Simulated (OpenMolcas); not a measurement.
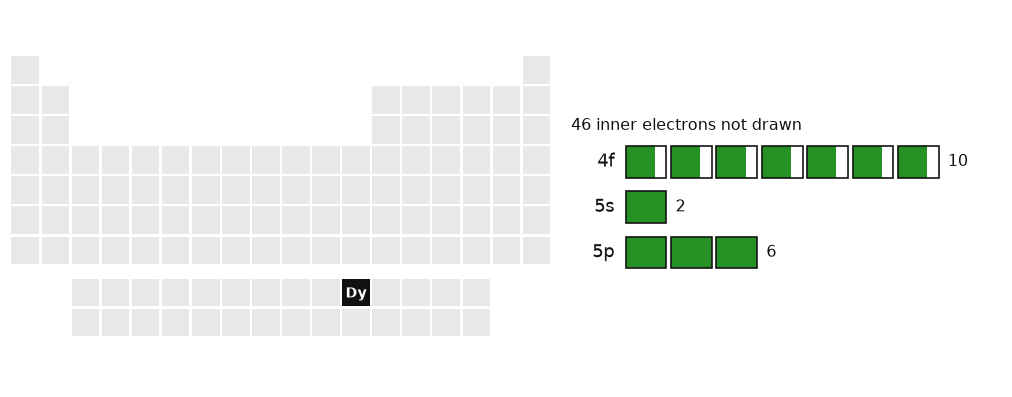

Left, the place of dysprosium in the periodic table; right, the outer shells of the leading configuration of the lowest level: a box for each of the 2l + 1 orbitals, shaded by the share of the shell that is filled, with the electron count at the right.

# Multiconfigurational calculation: Dy²⁺ complex (part 1 of 2)

System: Dy²⁺ with 4 ligands (F; tetrahedron, 2.25 Å), neutralised by 4 outer point charges of +0.5 e, whose field is part of the energies.
Method: state-averaged CASSCF, active space 10 electrons in the shell 4f, basis ANO-RCC-VDZP on the metal and ANO-RCC-VDZP on the ligands, DKH2 scalar Hamiltonian, spin-orbit coupling by RASSI with atomic mean-field integrals (OpenMolcas).

**Input file**
```
&GATEWAY
Coord
5

Dy 0.0 0.0 0.0
F 1.299038 1.299038 1.299038
F 1.299038 -1.299038 -1.299038
F -1.299038 1.299038 -1.299038
F -1.299038 -1.299038 1.299038
Basis=Dy.ANO-RCC-VDZP,F.ANO-RCC-VDZP
Group=NoSym
NoMove
AngMom=0.0 0.0 0.0
AMFI
RICD
XField
4 Angstrom 0
3.146559 3.146559 3.146559 0.500000
3.146559 -3.146559 -3.146559 0.500000
-3.146559 3.146559 -3.146559 0.500000
-3.146559 -3.146559 3.146559 0.500000
&SEWARD
&RASSCF
FileOrb=start.orb
Symmetry=1
Spin=5
nActEl=10 0 0
Inactive=47
Ras2=7
CIRoot=35 35 1
SDav=35
CIMx=300
Iter=150 100
PrWF=0.3
OrbListing=Nothing
MaxOrb=0
LevShft=1.0
>>> COPY $Project.JobIph JOB001
&RASSCF
FileOrb=start.orb
Symmetry=1
Spin=3
nActEl=10 0 0
Inactive=47
Ras2=7
CIRoot=162 162 1
SDav=210
CIMx=300
Iter=150 100
PrWF=0.3
OrbListing=Nothing
MaxOrb=0
CIOnly
LevShft=1.0
>>> COPY $Project.JobIph JOB002
&RASSCF
FileOrb=start.orb
Symmetry=1
Spin=1
nActEl=10 0 0
Inactive=47
Ras2=7
CIRoot=162 162 1
SDav=196
CIMx=300
Iter=150 100
PrWF=0.3
OrbListing=Nothing
MaxOrb=0
CIOnly
LevShft=1.0
>>> COPY $Project.JobIph JOB003
&RASSI
NrOfJobIphs=3 32 106 31
1 2 3 4 5 6 7 8 9 10 11 12 13 14 15 16 17 18 19 20 21 22 23 24 25 26 27
28 29 30 31 32
1 2 3 4 5 6 7 8 9 10 11 12 13 14 15 16 17 18 19 20 21 22 23 24 25 26 27
28 29 30 31 32 33 34 35 36 37 38 39 40 41 42 43 44 45 46 47 48 49 50 51
52 53 54 55 56 57 58 59 60 61 62 63 64 65 66 67 68 69 70 71 72 73 74 75
76 77 78 79 80 81 82 83 84 85 86 87 88 89 90 91 92 93 94 95 96 97 98 99
100 101 102 103 104 105 106
1 2 3 4 5 6 7 8 9 10 11 12 13 14 15 16 17 18 19 20 21 22 23 24 25 26 27
28 29 30 31
IphNames
JOB001
JOB002
JOB003
EJob
SpinOrbit
DIPRint=1.0
SOCoupling=1000.0
Subsets=2
Property=9
'ANGMOM' 1 'ANGMOM' 2 'ANGMOM' 3 'MLTPL  1' 1 'MLTPL  1' 2 'MLTPL  1' 3
'AMFI' 1 'AMFI' 2 'AMFI' 3
SOProperty=3
'ANGMOM' 1 'ANGMOM' 2 'ANGMOM' 3
```

The file start.orb holds starting orbitals from an earlier step. A driver script formed the levels outside the program, from RASSI's spin-orbit matrix and the active-space energies, averaged over the components of each term or state.

Hardware: 1 thread of Arm Neoverse N1, 24 GiB of memory available, shared host.

Command:
```bash
OMP_NUM_THREADS=1 MOLCAS_MEM=2457 MOLCAS_PROJECT=a pymolcas a.inp > a.log  # once for each step of the input, in one work folder
```

**Log (extracts)**
```
--- SEWARD ---
Basis set label: DY.ANO-RCC...7S6P4D2F1G.

      Electronic valence basis set:
      ------------------
      Associated Effective Charge  66.000000 au
      Associated Actual Charge     66.000000 au
      Nuclear Model: Point charge

      Shell  nPrim  nBasis  Cartesian Spherical Contaminant
         s      25       7        X
         p      22       6        X
         d      15       4                 X
         f      11       2                 X
         g       4       1                 X
                  Relativistic Douglas-Kroll-Hess integrals:
                    - DKH order of Hamiltonian: 2
                    - DKH order of Properties : 0
                  Atomic mean-field integrals
--- RASSCF ---
Wave function specifications:
      -----------------------------

      Number of closed shell electrons          94
      Number of electrons in active shells      10
      Max number of holes in RAS1 space          0
      Max nr of electrons in RAS3 space          0
      Number of inactive orbitals               47
      Number of active orbitals                  7
      Number of secondary orbitals              70
      Spin quantum number                      2.0
      State symmetry                             1
Orbital specifications:
      -----------------------

      Symmetry species                           1
                                                 a
      Frozen orbitals                            0
      Inactive orbitals                         47
      Active orbitals                            7
      RAS1 orbitals                              0
      RAS2 orbitals                              7
      RAS3 orbitals                              0
      Secondary orbitals                        70
      Deleted orbitals                           0
      Number of basis functions                124
      Number of CSFs                            35
      Number of root(s) required                35
      Iter CI   SX   CI       RASSCF       Energy    max ROT     max BLB   max BLB  Level Ln srch  Step   QN
          iter iter root      energy       change     param      element    value   shift minimum  type update
 Nr of preliminary CI iterations:   1
      Total energies have been shifted. Add               -12000.00 au
        1   1   10    0  -544.62530385    0.00E+00  -6.29E-02   30  90 1 -3.37E-01*  0.86   0.00    SX    NO
        2   1   11    0  -545.12089833   -4.96E-01* -1.30E-02   17  87 1  6.55E-02*  0.73   0.00    SX    NO
        3   1   10    0  -545.14829489   -2.74E-02*  1.33E-02   49  61 1 -6.05E-02*  0.85   0.00    SX    NO
        4   1   10    0  -545.15541454   -7.12E-03* -9.82E-03   53  65 1  4.74E-02*  0.76   0.00    SX    NO
        5   1   10    0  -545.15827584   -2.86E-03* -5.99E-03   49  61 1 -4.15E-02*  0.84   0.65    QN   YES
        6   1    9    0  -545.16077763   -2.50E-03*  8.75E-03   49  61 1 -7.91E-03*  0.81   1.38    QN   YES
        7   1    9    0  -545.16138591   -6.08E-04*  6.89E-03   49  76 1  4.69E-03*  0.80   1.39    QN   YES
        8   1    9    0  -545.16153371   -1.48E-04*  4.24E-03   53  65 1  2.57E-03*  0.80   1.37    QN   YES
        9   1    8    0  -545.16157545   -4.17E-05*  3.17E-03   49  76 1  1.24E-03*  0.80   1.60    QN   YES
       10   1    8    0  -545.16159460   -1.92E-05*  1.12E-03   49  61 1 -4.99E-04*  0.80   1.42    QN   YES
       11   1    7    0  -545.16159948   -4.88E-06* -1.40E-04   53  65 1 -3.57E-04*  0.80   1.29    QN   YES
       12   1    7    0  -545.16160019   -7.18E-07*  1.27E-04   49  76 1 -1.05E-04*  0.80   1.26    QN   YES
       13   1    6    0  -545.16160029   -9.10E-08*  1.90E-04   49  76 1 -6.40E-05   0.80   2.50    LS   YES
       14   1    7    0  -545.16160023    5.64E-08*  9.52E-05   53  65 1  1.66E-04*  0.80   0.28    LS   YES
       15   1    6    0  -545.16160030   -6.98E-08* -1.59E-05   49  61 1  9.71E-05   0.80   1.22    QN   YES
       16   1    6    0  -545.16160032   -1.94E-08* -2.39E-05   49  61 1  3.81E-05   0.80   2.50    LS   YES
       17   1    6    0  -545.16160029    2.44E-08* -1.42E-05   53  65 1 -6.20E-05   0.80   0.15    LS   YES
       18   1    6    0  -545.16160032   -2.89E-08*  3.97E-05   49  76 1 -3.38E-05   0.80   1.00    QN   YES
       19   1    5    0  -545.16160031    1.21E-08*  2.55E-05   49  76 1 -2.11E-05   0.80   0.08    LS   YES
       20   1    6    0  -545.16160031    2.80E-09   4.96E-05   49  76 1 -2.93E-05   0.80  -0.50    QN   YES
      Convergence after 20 iterations
       21   1    6    0  -545.16160031   -4.83E-09   4.96E-05   49  76 1 -1.38E-05   0.80  -0.50    QN   YES
      Natural orbitals and occupation numbers for root  1
      sym 1:   1.142631   1.772289   1.853895   1.168098   1.017315   1.822956   1.222817
      Natural orbitals and occupation numbers for root  2
      sym 1:   1.053025   1.850502   1.768189   1.280475   1.179847   1.127186   1.740776
      Natural orbitals and occupation numbers for root  3
      sym 1:   1.025467   1.873046   1.204500   1.770241   1.276457   1.126820   1.723470
::    RASSCF root number  1 Total energy: -12545.23636885
::    RASSCF root number  2 Total energy: -12545.23636885
::    RASSCF root number  3 Total energy: -12545.23636885
::    RASSCF root number  4 Total energy: -12545.23602584
::    RASSCF root number  5 Total energy: -12545.23601892
::    RASSCF root number  6 Total energy: -12545.23601892
::    RASSCF root number  7 Total energy: -12545.23601892
::    RASSCF root number  8 Total energy: -12545.23597818
::    RASSCF root number  9 Total energy: -12545.23597818
::    RASSCF root number 10 Total energy: -12545.23559946
::    RASSCF root number 11 Total energy: -12545.23559946
::    RASSCF root number 12 Total energy: -12545.23559946
::    RASSCF root number 13 Total energy: -12545.23529104
::    RASSCF root number 14 Total energy: -12545.16176731
::    RASSCF root number 15 Total energy: -12545.16176731
::    RASSCF root number 16 Total energy: -12545.16176731
::    RASSCF root number 17 Total energy: -12545.16159907
::    RASSCF root number 18 Total energy: -12545.16151353
::    RASSCF root number 19 Total energy: -12545.16146153
::    RASSCF root number 20 Total energy: -12545.16146153
::    RASSCF root number 21 Total energy: -12545.16146153
::    RASSCF root number 22 Total energy: -12545.11991272
::    RASSCF root number 23 Total energy: -12545.11924386
::    RASSCF root number 24 Total energy: -12545.11924386
::    RASSCF root number 25 Total energy: -12545.11924386
::    RASSCF root number 26 Total energy: -12545.11896590
::    RASSCF root number 27 Total energy: -12545.11896590
::    RASSCF root number 28 Total energy: -12545.11896590
::    RASSCF root number 29 Total energy: -12545.11876663
::    RASSCF root number 30 Total energy: -12545.11876663
--- RASSCF ---
Wave function specifications:
      -----------------------------

      Number of closed shell electrons          94
      Number of electrons in active shells      10
      Max number of holes in RAS1 space          0
      Max nr of electrons in RAS3 space          0
      Number of inactive orbitals               47
      Number of active orbitals                  7
      Number of secondary orbitals              70
      Spin quantum number                      1.0
      State symmetry                             1
Orbital specifications:
      -----------------------

      Symmetry species                           1
                                                 a
      Frozen orbitals                            0
      Inactive orbitals                         47
      Active orbitals                            7
      RAS1 orbitals                              0
      RAS2 orbitals                              7
      RAS3 orbitals                              0
      Secondary orbitals                        70
      Deleted orbitals                           0
      Number of basis functions                124
      Number of CSFs                           210
      Number of root(s) required               162
      Iter CI   SX   CI       RASSCF       Energy    max ROT     max BLB   max BLB  Level Ln srch  Step   QN
          iter iter root      energy       change     param      element    value   shift minimum  type update
 Nr of preliminary CI iterations:   1
        1   1    0    0-12545.06091092    0.00E+00   0.00E+00   52  64 1 -8.75E-03*  0.00   0.00    SX    NO
      Natural orbitals and occupation numbers for root  1
      sym 1:   1.401760   1.460175   1.444848   1.444848   1.401760   1.401760   1.444848
      Natural orbitals and occupation numbers for root  2
      sym 1:   1.403080   1.457388   1.431894   1.469295   1.421294   1.401256   1.415792
      Natural orbitals and occupation numbers for root  3
      sym 1:   1.414122   1.472891   1.453217   1.441411   1.408479   1.402775   1.407105
::    RASSCF root number  1 Total energy: -12545.14806162
::    RASSCF root number  2 Total energy: -12545.14793057
::    RASSCF root number  3 Total energy: -12545.14793057
::    RASSCF root number  4 Total energy: -12545.14793057
::    RASSCF root number  5 Total energy: -12545.14778121
::    RASSCF root number  6 Total energy: -12545.14778121
::    RASSCF root number  7 Total energy: -12545.14778121
::    RASSCF root number  8 Total energy: -12545.14765447
::    RASSCF root number  9 Total energy: -12545.14765447
::    RASSCF root number 10 Total energy: -12545.14762918
::    RASSCF root number 11 Total energy: -12545.14762918
::    RASSCF root number 12 Total energy: -12545.14762918
::    RASSCF root number 13 Total energy: -12545.14738635
::    RASSCF root number 14 Total energy: -12545.14738635
::    RASSCF root number 15 Total energy: -12545.14738635
::    RASSCF root number 16 Total energy: -12545.12321011
::    RASSCF root number 17 Total energy: -12545.12321011
::    RASSCF root number 18 Total energy: -12545.12320620
::    RASSCF root number 19 Total energy: -12545.12320620
::    RASSCF root number 20 Total energy: -12545.12320620
::    RASSCF root number 21 Total energy: -12545.12303836
::    RASSCF root number 22 Total energy: -12545.12303836
::    RASSCF root number 23 Total energy: -12545.12303836
::    RASSCF root number 24 Total energy: -12545.12287792
::    RASSCF root number 25 Total energy: -12545.12287792
::    RASSCF root number 26 Total energy: -12545.12287792
::    RASSCF root number 27 Total energy: -12545.11411947
::    RASSCF root number 28 Total energy: -12545.11371223
::    RASSCF root number 29 Total energy: -12545.11371223
::    RASSCF root number 30 Total energy: -12545.11371223
--- RASSCF ---
Wave function specifications:
      -----------------------------

      Number of closed shell electrons          94
      Number of electrons in active shells      10
      Max number of holes in RAS1 space          0
      Max nr of electrons in RAS3 space          0
      Number of inactive orbitals               47
      Number of active orbitals                  7
      Number of secondary orbitals              70
      Spin quantum number                      0.0
      State symmetry                             1
Orbital specifications:
      -----------------------

      Symmetry species                           1
                                                 a
      Frozen orbitals                            0
      Inactive orbitals                         47
      Active orbitals                            7
      RAS1 orbitals                              0
      RAS2 orbitals                              7
      RAS3 orbitals                              0
      Secondary orbitals                        70
      Deleted orbitals                           0
      Number of basis functions                124
      Number of CSFs                           196
      Number of root(s) required               162
      Iter CI   SX   CI       RASSCF       Energy    max ROT     max BLB   max BLB  Level Ln srch  Step   QN
          iter iter root      energy       change     param      element    value   shift minimum  type update
 Nr of preliminary CI iterations:   1
        1   1    0    0-12544.98616228    0.00E+00   0.00E+00   52  64 1 -1.52E-02*  0.00   0.00    SX    NO
      Natural orbitals and occupation numbers for root  1
      sym 1:   1.197217   1.718733   1.485873   1.662046   1.296850   1.215642   1.423640
      Natural orbitals and occupation numbers for root  2
      sym 1:   1.181676   1.662046   1.602488   1.275898   1.361378   1.254634   1.661881
      Natural orbitals and occupation numbers for root  3
      sym 1:   1.192968   1.644676   1.392095   1.837357   1.393350   1.193450   1.346104
::    RASSCF root number  1 Total energy: -12545.09379573
::    RASSCF root number  2 Total energy: -12545.09379573
::    RASSCF root number  3 Total energy: -12545.09378804
::    RASSCF root number  4 Total energy: -12545.09378804
::    RASSCF root number  5 Total energy: -12545.09378804
::    RASSCF root number  6 Total energy: -12545.09374703
::    RASSCF root number  7 Total energy: -12545.09369339
::    RASSCF root number  8 Total energy: -12545.09369339
::    RASSCF root number  9 Total energy: -12545.09369339
::    RASSCF root number 10 Total energy: -12545.09368792
::    RASSCF root number 11 Total energy: -12545.09368792
::    RASSCF root number 12 Total energy: -12545.09368792
::    RASSCF root number 13 Total energy: -12545.09365769
::    RASSCF root number 14 Total energy: -12545.09365769
::    RASSCF root number 15 Total energy: -12545.09362718
::    RASSCF root number 16 Total energy: -12545.09362718
::    RASSCF root number 17 Total energy: -12545.09362718
::    RASSCF root number 18 Total energy: -12545.07784035
::    RASSCF root number 19 Total energy: -12545.07784035
::    RASSCF root number 20 Total energy: -12545.07735169
::    RASSCF root number 21 Total energy: -12545.07735169
::    RASSCF root number 22 Total energy: -12545.07735169
::    RASSCF root number 23 Total energy: -12545.06548586
::    RASSCF root number 24 Total energy: -12545.06548586
::    RASSCF root number 25 Total energy: -12545.06548586
::    RASSCF root number 26 Total energy: -12545.06516854
::    RASSCF root number 27 Total energy: -12545.06516854
::    RASSCF root number 28 Total energy: -12545.06501157
::    RASSCF root number 29 Total energy: -12545.06501157
::    RASSCF root number 30 Total energy: -12545.06501157
```

(Continued in part 2.) Outcome of the run: converged.
